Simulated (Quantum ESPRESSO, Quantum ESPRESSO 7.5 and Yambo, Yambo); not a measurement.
**BiOCl (P4/nmm): G0W0 with Yambo, start to end**

Wanted: ground state, empty states, screening and self-energy for BiOCl (P4/nmm).

Program: Quantum ESPRESSO 7.5 and Yambo 5.3.0. Level of theory: PBEsol and many-body steps on it, plane waves. Results are calculated unless marked as measured.

**Experimental background.**

- Gap 3.44 eV: optical gap from Tauc plot; UV-vis diffuse reflectance; powder (hydrothermal powder) (“Synergistic Piezo-Photocatalysis of BiOCl/NaNbO3 Heterojunction Piezoelectric Composite for High-Efficient Organic Pollutant Degradation”, 2022, pmc:8839476).

- Gap 3.36 eV: optical gap from Kubelka-Munk/Tauc analysis; UV-vis diffuse reflectance; powder (solvothermal hierarchical microspheres made without additive) (“Hydrothermal Crystallization of Bismuth Oxychlorides (BiOCl) Using Different Shape Control Reagents”, 2021, pmc:8123882).

## (1) The starting structure

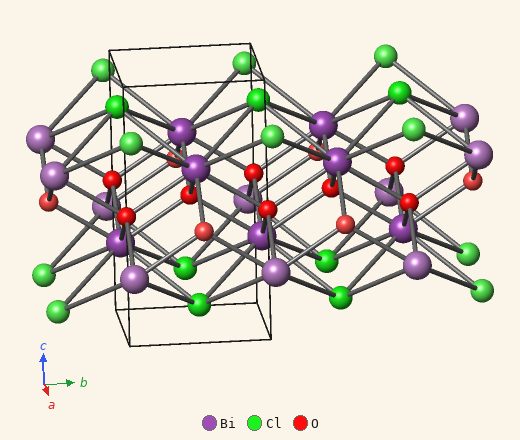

The cell as given, slightly off an axis (bismuth purple, chlorine green, oxygen red). 1×2×1 cells are drawn. Some periodic images of atoms are drawn too.

The cell and positions come from the Crystallography Open Database and are kept as given unless a step says otherwise. Spin-orbit coupling is left out unless a step names it.

## (2) Ground state

This step: Quantum ESPRESSO 7.5; DFT, PBEsol, plane waves, norm-conserving pseudopotentials.

The ground-state density comes first.

pw.in

```
&control
  calculation = 'scf'
  prefix = 'x'
  outdir = 'o'
  pseudo_dir = 'pseudo'
/
&system
  ibrav = 0
  nat = 6
  ntyp = 3
  ecutwfc = 76.0
  nbnd = 43
  force_symmorphic = .true.
/
&electrons
  conv_thr = 1e-10
  electron_maxstep = 80
  mixing_beta = 0.5
/
ATOMIC_SPECIES
  Bi 208.98 Bi.upf
  Cl 35.45 Cl.upf
  O 15.999 O.upf
CELL_PARAMETERS angstrom
  3.8855100000 0.0000000000 0.0000000000
  0.0000000000 3.8855100000 0.0000000000
  0.0000000000 0.0000000000 7.3489000000
ATOMIC_POSITIONS crystal
  Bi 0.5000000000 0.0000000000 0.3290400000
  Bi 0.0000000000 0.5000000000 0.6709600000
  Cl 0.0000000000 0.5000000000 0.1472000000
  Cl 0.5000000000 0.0000000000 0.8528000000
  O 0.0000000000 0.0000000000 0.5000000000
  O 0.5000000000 0.5000000000 0.5000000000
K_POINTS automatic
  6 6 4 0 0 0
```

The run is started by

```sh
OMP_NUM_THREADS=1 mpirun -n 4 pw.x -nk 4 -in pw.in > pw.out
```

Log:

```text
Program PWSCF v.7.5 starts

     This program is part of the open-source Quantum ESPRESSO suite
     for quantum simulation of materials; please cite
         "P. Giannozzi et al., J. Phys.:Condens. Matter 21 395502 (2009);
         "P. Giannozzi et al., J. Phys.:Condens. Matter 29 465901 (2017);
         "P. Giannozzi et al., J. Chem. Phys. 152 154105 (2020);
     in publications or presentations arising from this work. More details at
     Message from routine setup:
     using ibrav=0 with symmetry is DISCOURAGED, use correct ibrav instead

     G-vector sticks info

     bravais-lattice index     =            0
     lattice parameter (alat)  =       7.3425  a.u.
     unit-cell volume          =     748.7124 (a.u.)^3
     number of atoms/cell      =            6
     number of atomic types    =            3
     number of electrons       =        72.00
     number of Kohn-Sham states=           43
     kinetic-energy cutoff     =      76.0000  Ry
     charge density cutoff     =     304.0000  Ry
     scf convergence threshold =      1.0E-10
     mixing beta               =       0.5000
     number of iterations used =            8  plain     mixing
     Exchange-correlation= PBESOL
                           (   1   4  10   8   0   0   0)

     celldm(1)=   7.342550  celldm(2)=   0.000000  celldm(3)=   0.000000
     celldm(4)=   0.000000  celldm(5)=   0.000000  celldm(6)=   0.000000

     crystal axes: (cart. coord. in units of alat)
               a(1) = (   1.000000   0.000000   0.000000 )
               a(2) = (   0.000000   1.000000   0.000000 )
               a(3) = (   0.000000   0.000000   1.891360 )

     reciprocal axes: (cart. coord. in units 2 pi/alat)
               b(1) = (  1.000000  0.000000  0.000000 )
               b(2) = (  0.000000  1.000000  0.000000 )
               b(3) = (  0.000000  0.000000  0.528720 )
     Pseudo is Norm-conserving + core correction, Zval = 23.0
     Generated using ONCVPSP code by D. R. Hamann
     Using radial grid of 1472 points,  6 beta functions with:
     Pseudo is Norm-conserving + core correction, Zval =  7.0
     Generated using ONCVPSP code by D. R. Hamann
     Using radial grid of 1028 points,  6 beta functions with:
     Pseudo is Norm-conserving + core correction, Zval =  6.0
     Generated using ONCVPSP code by D. R. Hamann
     Using radial grid of  936 points,  5 beta functions with:
     Bi               23.00   208.98000     Bi( 1.00)
     Cl                7.00    35.45000     Cl( 1.00)
     O                 6.00    15.99900     O ( 1.00)

      8 Sym. Ops. (no inversion) found

   Cartesian axes

     site n.     atom                  positions (alat units)
         1        Bi     tau(   1) = (   0.5000000   0.0000000   0.6223332  )
         2        Bi     tau(   2) = (   0.0000000   0.5000000   1.2690272  )
         3        Cl     tau(   3) = (   0.0000000   0.5000000   0.2784083  )
         4        Cl     tau(   4) = (   0.5000000   0.0000000   1.6129522  )
         5        O      tau(   5) = (   0.0000000   0.0000000   0.9456802  )
         6        O      tau(   6) = (   0.5000000   0.5000000   0.9456802  )

     number of k points=    30
                       cart. coord. in units 2pi/alat
        k(    1) = (   0.0000000   0.0000000   0.0000000), wk =   0.0138889
        k(    2) = (   0.0000000   0.0000000   0.1321800), wk =   0.0277778
        k(    3) = (   0.0000000   0.0000000  -0.2643600), wk =   0.0138889
        k(    4) = (   0.0000000   0.1666667   0.0000000), wk =   0.0555556
        k(    5) = (   0.0000000   0.1666667   0.1321800), wk =   0.1111111
        k(    6) = (   0.0000000   0.1666667  -0.2643600), wk =   0.0555556
        k(    7) = (   0.0000000   0.3333333   0.0000000), wk =   0.0555556
        k(    8) = (   0.0000000   0.3333333   0.1321800), wk =   0.1111111
        k(    9) = (   0.0000000   0.3333333  -0.2643600), wk =   0.0555556
        k(   10) = (   0.0000000  -0.5000000   0.0000000), wk =   0.0277778
     [... 18 further rows ...]
        k(   29) = (  -0.5000000  -0.5000000   0.1321800), wk =   0.0277778
        k(   30) = (  -0.5000000  -0.5000000  -0.2643600), wk =   0.0138889

     Dense  grid:    67045 G-vectors     FFT dimensions: (  45,  45,  80)

     Initial potential from superposition of free atoms

     starting charge      71.9984, renormalised to      72.0000
     Starting wfcs are   42 randomized atomic wfcs +    1 random wfcs

     per-process dynamical memory:    95.4 Mb

     Self-consistent Calculation

     iteration #  1     ecut=    76.00 Ry     beta= 0.50

     total energy              =   -1059.34515469 Ry
     estimated scf accuracy    <       1.18126094 Ry

     iteration #  2     ecut=    76.00 Ry     beta= 0.50

     total energy              =   -1059.49716497 Ry
     estimated scf accuracy    <       1.45434539 Ry

     iteration #  3     ecut=    76.00 Ry     beta= 0.50

     total energy              =   -1059.78982764 Ry
     estimated scf accuracy    <       0.14727583 Ry

     iteration #  4     ecut=    76.00 Ry     beta= 0.50

     total energy              =   -1059.80472704 Ry
     estimated scf accuracy    <       0.00864848 Ry

     iteration #  5     ecut=    76.00 Ry     beta= 0.50

     total energy              =   -1059.80608150 Ry
     estimated scf accuracy    <       0.00445611 Ry

     iteration #  6     ecut=    76.00 Ry     beta= 0.50

     total energy              =   -1059.80665896 Ry
     estimated scf accuracy    <       0.00003201 Ry

     iteration #  7     ecut=    76.00 Ry     beta= 0.50

     total energy              =   -1059.80667371 Ry
     estimated scf accuracy    <       0.00000623 Ry

     iteration #  8     ecut=    76.00 Ry     beta= 0.50

     total energy              =   -1059.80667483 Ry
     estimated scf accuracy    <       0.00000095 Ry

     iteration #  9     ecut=    76.00 Ry     beta= 0.50

     total energy              =   -1059.80667496 Ry
     estimated scf accuracy    <       0.00000067 Ry

     iteration # 10     ecut=    76.00 Ry     beta= 0.50

     total energy              =   -1059.80667504 Ry
     estimated scf accuracy    <       0.00000004 Ry

     iteration # 11     ecut=    76.00 Ry     beta= 0.50

     total energy              =   -1059.80667504 Ry
     estimated scf accuracy    <          4.1E-09 Ry

     iteration # 12     ecut=    76.00 Ry     beta= 0.50

     total energy              =   -1059.80667504 Ry
     estimated scf accuracy    <          4.1E-10 Ry

     iteration # 13     ecut=    76.00 Ry     beta= 0.50

     End of self-consistent calculation

          k = 0.0000 0.0000 0.0000 (  8363 PWs)   bands (ev):

  -143.3219-143.3218 -81.3556 -81.3554 -81.3491 -81.3491 -81.3490 -81.3490
   -12.8928 -12.6835 -12.6835 -12.6828 -12.6686 -12.6335 -12.6215 -12.6097
   -12.6097 -12.5933  -9.3912  -6.7293  -4.7411  -4.4175  -0.3561   2.2221
     4.4239   4.4239   6.9703   7.2978   7.4394   7.4394   7.5140   7.5140
     7.9075   7.9075   7.9843   8.1954  12.0217  12.7229  14.2709  14.2709
    16.0915  16.1903  16.1903

          k = 0.0000 0.0000 0.1322 (  8391 PWs)   bands (ev):

  -143.3219-143.3218 -81.3556 -81.3554 -81.3491 -81.3491 -81.3490 -81.3490
   -12.8927 -12.6834 -12.6834 -12.6829 -12.6684 -12.6336 -12.6215 -12.6098
   -12.6098 -12.5933  -9.3887  -6.7293  -4.8696  -4.2846  -0.2967   2.0926
     4.4403   4.4403   6.8432   7.1536   7.1536   7.2968   7.6581   7.6581
     8.0547   8.0547   8.2315   8.4346  11.7583  12.3294  14.2771  14.2771
    16.1124  16.1124  16.2414

          k = 0.0000 0.0000-0.2644 (  8374 PWs)   bands (ev):

  -143.3218-143.3218 -81.3556 -81.3554 -81.3491 -81.3491 -81.3490 -81.3490
   -12.8927 -12.6832 -12.6832 -12.6829 -12.6682 -12.6337 -12.6215 -12.6099
   -12.6099 -12.5933  -9.3862  -6.7293  -4.9555  -4.1944  -0.2312   1.9601
     4.4573   4.4573   6.7439   7.0076   7.0076   7.2961   7.6819   7.6819
     8.1820   8.1820   8.5824   8.5876  11.5183  11.9015  14.2843  14.2843
    16.0342  16.0342  16.4613

          k = 0.0000 0.1667 0.0000 (  8349 PWs)   bands (ev):

     [... further k-points ...]

     highest occupied, lowest unoccupied level (ev):     8.9253   11.5183

!    total energy              =   -1059.80667504 Ry
     estimated scf accuracy    <          9.0E-12 Ry

     The total energy is the sum of the following terms:
     one-electron contribution =    -705.31278577 Ry
     hartree contribution      =     357.91418510 Ry
     xc contribution           =    -176.05215030 Ry
     ewald contribution        =    -536.35592406 Ry

     convergence has been achieved in  13 iterations

     XML data file, charge density, pseudopotentials, collected wavefunctions

=------------------------------------------------------------------------------=
   JOB DONE.
=------------------------------------------------------------------------------=
```

Elapsed: 66 s, on 4 MPI ranks of Arm Neoverse V1, shared host; peak memory 0.6 GiB; 4.4 min of CPU time.

This step gave:

| Item | Value |
| --- | --- |
| total energy | -14419.4044 eV |
| gap | 2.593 eV |
| k of the valence top | 0, 0.3333, -0.5 |
| k of the conduction bottom | 0, 0, -0.5 |
| least direct gap | 2.931 eV |

The gap is indirect, with the least direct gap 0.34 eV higher.

## (3) Bands along the symmetry lines

The cheap functional maps the bands first; the places of the edges decide which points the dearer methods must see.

pw.in

```
&control
  calculation = 'bands'
  prefix = 'x'
  outdir = 'o'
  pseudo_dir = 'pseudo'
/
&system
  ibrav = 0
  nat = 6
  ntyp = 3
  ecutwfc = 76.0
  nbnd = 42
  force_symmorphic = .true.
/
&electrons
  conv_thr = 1e-9
  electron_maxstep = 80
  diago_full_acc = .true.
  diago_thr_init = 5e-6
/
ATOMIC_SPECIES
  Bi 208.98 Bi.upf
  Cl 35.45 Cl.upf
  O 15.999 O.upf
CELL_PARAMETERS angstrom
  3.8855100000 0.0000000000 0.0000000000
  0.0000000000 3.8855100000 0.0000000000
  0.0000000000 0.0000000000 7.3489000000
ATOMIC_POSITIONS crystal
  Bi 0.5000000000 0.0000000000 0.3290400000
  Bi 0.0000000000 0.5000000000 0.6709600000
  Cl 0.0000000000 0.5000000000 0.1472000000
  Cl 0.5000000000 0.0000000000 0.8528000000
  O 0.0000000000 0.0000000000 0.5000000000
  O 0.5000000000 0.5000000000 0.5000000000
K_POINTS crystal
  75
  0.00000000 0.00000000 0.00000000 1
  0.00000000 0.06250000 0.00000000 1
  0.00000000 0.12500000 0.00000000 1
  0.00000000 0.18750000 0.00000000 1
  0.00000000 0.25000000 0.00000000 1
  0.00000000 0.31250000 0.00000000 1
  0.00000000 0.37500000 0.00000000 1
  0.00000000 0.43750000 0.00000000 1
  0.00000000 0.50000000 0.00000000 1
  0.06250000 0.50000000 0.00000000 1
  0.12500000 0.50000000 0.00000000 1
  0.18750000 0.50000000 0.00000000 1
  0.25000000 0.50000000 0.00000000 1
  0.31250000 0.50000000 0.00000000 1
  0.37500000 0.50000000 0.00000000 1
  0.43750000 0.50000000 0.00000000 1
  0.50000000 0.50000000 0.00000000 1
  0.43750000 0.43750000 0.00000000 1
  0.37500000 0.37500000 0.00000000 1
  0.31250000 0.31250000 0.00000000 1
  0.25000000 0.25000000 0.00000000 1
  0.18750000 0.18750000 0.00000000 1
  0.12500000 0.12500000 0.00000000 1
  0.06250000 0.06250000 0.00000000 1
  0.00000000 0.00000000 0.00000000 1
  0.00000000 0.00000000 0.06250000 1
  0.00000000 0.00000000 0.12500000 1
  0.00000000 0.00000000 0.18750000 1
  0.00000000 0.00000000 0.25000000 1
  0.00000000 0.00000000 0.31250000 1
  0.00000000 0.00000000 0.37500000 1
  0.00000000 0.00000000 0.43750000 1
  0.00000000 0.00000000 0.50000000 1
  0.00000000 0.06250000 0.50000000 1
  0.00000000 0.12500000 0.50000000 1
  0.00000000 0.18750000 0.50000000 1
  0.00000000 0.25000000 0.50000000 1
  0.00000000 0.31250000 0.50000000 1
  0.00000000 0.37500000 0.50000000 1
  0.00000000 0.43750000 0.50000000 1
  0.00000000 0.50000000 0.50000000 1
  0.06250000 0.50000000 0.50000000 1
  0.12500000 0.50000000 0.50000000 1
  0.18750000 0.50000000 0.50000000 1
  0.25000000 0.50000000 0.50000000 1
  0.31250000 0.50000000 0.50000000 1
  0.37500000 0.50000000 0.50000000 1
  0.43750000 0.50000000 0.50000000 1
  0.50000000 0.50000000 0.50000000 1
  0.43750000 0.43750000 0.50000000 1
  0.37500000 0.37500000 0.50000000 1
  0.31250000 0.31250000 0.50000000 1
  0.25000000 0.25000000 0.50000000 1
  0.18750000 0.18750000 0.50000000 1
  0.12500000 0.12500000 0.50000000 1
  0.06250000 0.06250000 0.50000000 1
  0.00000000 0.00000000 0.50000000 1
  0.00000000 0.50000000 0.00000000 1
  0.00000000 0.50000000 0.06250000 1
  0.00000000 0.50000000 0.12500000 1
  0.00000000 0.50000000 0.18750000 1
  0.00000000 0.50000000 0.25000000 1
  0.00000000 0.50000000 0.31250000 1
  0.00000000 0.50000000 0.37500000 1
  0.00000000 0.50000000 0.43750000 1
  0.00000000 0.50000000 0.50000000 1
  0.50000000 0.50000000 0.00000000 1
  0.50000000 0.50000000 0.06250000 1
  0.50000000 0.50000000 0.12500000 1
  0.50000000 0.50000000 0.18750000 1
  0.50000000 0.50000000 0.25000000 1
  0.50000000 0.50000000 0.31250000 1
  0.50000000 0.50000000 0.37500000 1
  0.50000000 0.50000000 0.43750000 1
  0.50000000 0.50000000 0.50000000 1
```

Log:

```text
[banner, memory and clock lines left out]
Program PWSCF v.7.5 starts

     Atomic positions and unit cell read from directory:
     o/x.save/

     Message from routine setup:
     using ibrav=0 with symmetry is DISCOURAGED, use correct ibrav instead

     G-vector sticks info

     bravais-lattice index     =            0
     lattice parameter (alat)  =       7.3425  a.u.
     unit-cell volume          =     748.7124 (a.u.)^3
     number of atoms/cell      =            6
     number of atomic types    =            3
     number of electrons       =        72.00
     number of Kohn-Sham states=           42
     kinetic-energy cutoff     =      76.0000  Ry
     charge density cutoff     =     304.0000  Ry
     Exchange-correlation= PBESOL
                           (   1   4  10   8   0   0   0)

     celldm(1)=   7.342550  celldm(2)=   0.000000  celldm(3)=   0.000000
     celldm(4)=   0.000000  celldm(5)=   0.000000  celldm(6)=   0.000000

     crystal axes: (cart. coord. in units of alat)
               a(1) = (   1.000000   0.000000   0.000000 )
               a(2) = (   0.000000   1.000000   0.000000 )
               a(3) = (   0.000000   0.000000   1.891360 )

     reciprocal axes: (cart. coord. in units 2 pi/alat)
               b(1) = (  1.000000  0.000000  0.000000 )
               b(2) = (  0.000000  1.000000  0.000000 )
               b(3) = (  0.000000  0.000000  0.528720 )
     Pseudo is Norm-conserving + core correction, Zval = 23.0
     Generated using ONCVPSP code by D. R. Hamann
     Using radial grid of 1472 points,  6 beta functions with:
     Pseudo is Norm-conserving + core correction, Zval =  7.0
     Generated using ONCVPSP code by D. R. Hamann
     Using radial grid of 1028 points,  6 beta functions with:
     Pseudo is Norm-conserving + core correction, Zval =  6.0
     Generated using ONCVPSP code by D. R. Hamann
     Using radial grid of  936 points,  5 beta functions with:
     Bi               23.00   208.98000     Bi( 1.00)
     Cl                7.00    35.45000     Cl( 1.00)
     O                 6.00    15.99900     O ( 1.00)

      8 Sym. Ops. (no inversion) found

   Cartesian axes

     site n.     atom                  positions (alat units)
         1        Bi     tau(   1) = (   0.5000000   0.0000000   0.6223332  )
         2        Bi     tau(   2) = (   0.0000000   0.5000000   1.2690272  )
         3        Cl     tau(   3) = (   0.0000000   0.5000000   0.2784083  )
         4        Cl     tau(   4) = (   0.5000000   0.0000000   1.6129522  )
         5        O      tau(   5) = (   0.0000000   0.0000000   0.9456802  )
         6        O      tau(   6) = (   0.5000000   0.5000000   0.9456802  )

     number of k points=    75
                       cart. coord. in units 2pi/alat
        k(    1) = (   0.0000000   0.0000000   0.0000000), wk =   0.0266667
        k(    2) = (   0.0000000   0.0625000   0.0000000), wk =   0.0266667
        k(    3) = (   0.0000000   0.1250000   0.0000000), wk =   0.0266667
[...]
[... 63 further rows ...]
        k(   74) = (   0.5000000   0.5000000   0.2313150), wk =   0.0266667
        k(   75) = (   0.5000000   0.5000000   0.2643600), wk =   0.0266667

     Dense  grid:    67045 G-vectors     FFT dimensions: (  45,  45,  80)

     The potential is recalculated from file :
     o/x.save/charge-density

     Starting wfcs are   42 randomized atomic wfcs

     Band Structure Calculation

     End of band structure calculation

          k = 0.0000 0.0000 0.0000 (  8363 PWs)   bands (ev):

  -143.3219-143.3218 -81.3556 -81.3554 -81.3491 -81.3491 -81.3490 -81.3490
   -12.8928 -12.6835 -12.6835 -12.6828 -12.6686 -12.6335 -12.6215 -12.6097
   -12.6097 -12.5933  -9.3912  -6.7293  -4.7411  -4.4175  -0.3561   2.2221
     4.4239   4.4239   6.9703   7.2978   7.4394   7.4394   7.5140   7.5140
[...]
16.1903  16.1904

          k = 0.0000 0.0625 0.0000 (  8375 PWs)   bands (ev):

  -143.3219-143.3218 -81.3556 -81.3554 -81.3491 -81.3491 -81.3490 -81.3490
[...]
15.8165  16.1426

          k = 0.0000 0.1250 0.0000 (  8359 PWs)   bands (ev):

  -143.3218-143.3218 -81.3556 -81.3554 -81.3491 -81.3491 -81.3490 -81.3490
[...]
15.4441  15.9981

[...]
k = 0.5000 0.5000 0.2313 (  8404 PWs)   bands (ev):

  -143.3219-143.3219 -81.3555 -81.3555 -81.3493 -81.3493 -81.3491 -81.3491
[...]
15.5288  15.5289

          k = 0.5000 0.5000 0.2644 (  8400 PWs)   bands (ev):

  -143.3219-143.3219 -81.3555 -81.3555 -81.3493 -81.3493 -81.3491 -81.3491
[...]
4.3288   4.3288   6.1289   6.1289   6.6613   6.6613   7.1558   7.1558
     7.5572   7.5572   8.3082   8.3082  13.4376  13.4377  15.0034  15.0034
    15.5218  15.5219

     XML data file, pseudopotentials, collected wavefunctions
```

Wall time 31 s (4 MPI ranks); peak memory 0.43 GiB; 2.1 min of CPU time.

This step gave:

```
gap                        : 2.547 eV
k of the valence top       : 0, 0.4375, 0.5
k of the conduction bottom : 0, 0, 0.5
least direct gap           : 2.931 eV
```

The gap is 2.547 eV, −0.046 eV from the run before at this level.

The electronic bands at the labelled points (eV, zero at the top of the highest filled band):

```tsv
point	band 33	band 34	band 35	band 36	band 37	band 38	band 39	band 40
Γ	-1.06	-1.06	-0.99	-0.78	3.05	3.75	5.30	5.30
X	-0.92	-0.92	-0.09	-0.09	4.55	4.55	5.19	5.19
M	-0.72	-0.72	-0.66	-0.66	4.06	4.06	5.81	5.81
Γ	-1.06	-1.06	-0.99	-0.78	3.05	3.75	5.30	5.30
Z	-0.79	-0.79	-0.39	-0.38	2.55	2.93	5.31	5.31
R	-0.71	-0.71	-0.08	-0.08	4.35	4.35	5.28	5.28
A	-1.41	-1.41	-0.66	-0.66	4.47	4.47	6.03	6.03
Z	-0.79	-0.79	-0.39	-0.38	2.55	2.93	5.31	5.31
jump to X	-0.92	-0.92	-0.09	-0.09	4.55	4.55	5.19	5.19
R	-0.71	-0.71	-0.08	-0.08	4.35	4.35	5.28	5.28
jump to M	-0.72	-0.72	-0.66	-0.66	4.06	4.06	5.81	5.81
A	-1.41	-1.41	-0.66	-0.66	4.47	4.47	6.03	6.03
```

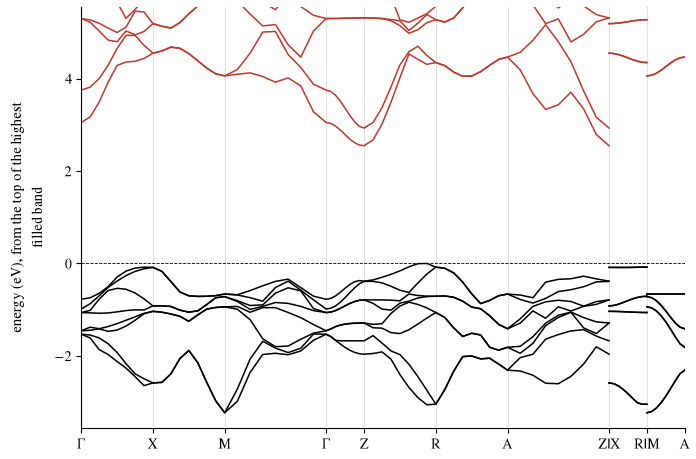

Electronic bands along the path; lines of filled and empty bands in two colours.

(Continued in part 2 of 3.)

[Paths, hosts, dates, memory and timing lines, banners, echoed tables and standing remarks are left out of the program output.]

[Logs are printed without paths, hosts, clocks, repeated set-up lines and the standing remarks that a program may print on its own settings, such as how far it seeks lower states.]

[Runs of the session that timed out or met a known fault of the program may be left out.]

[Hosts, paths, dates, database ids (printed as entryN), source tags and the programs' standing remarks are cut or masked in the printed files.]
